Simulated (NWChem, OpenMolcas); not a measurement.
## How basis sets differ on CH3AlF2 (SMILES [CH3][Al]([F])[F])

CH3AlF2: 7 atoms, total charge 0, spin state singlet. SMILES: `[CH3][Al]([F])[F]`. The coordinates come from a PBE0-D4/def2-TZVP relaxation.

Each level gives the dipole moment (D). The values are calculated.

```csv
level,kind,program,value (D),CPU time
HF/ANO-R0 (sfX2C),Hartree–Fock,OpenMolcas,0.18,4.2 s
HF/STO-3G,Hartree–Fock,NWChem,0.84,1.6 s
HF/3-21G,Hartree–Fock,OpenMolcas,2.43,3.1 s
HF/def2-SVPD,Hartree–Fock,OpenMolcas,2.35,27 s
```

The values span 0.18 to 2.43 D. Magnitudes only. Sets without polarisation functions give poor dipoles. Times are those of the runs behind each value, whatever else they computed, on shared processors of several kinds: orders of magnitude only.

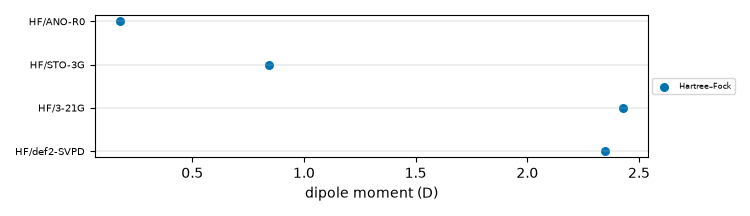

The values of the table, level by level.
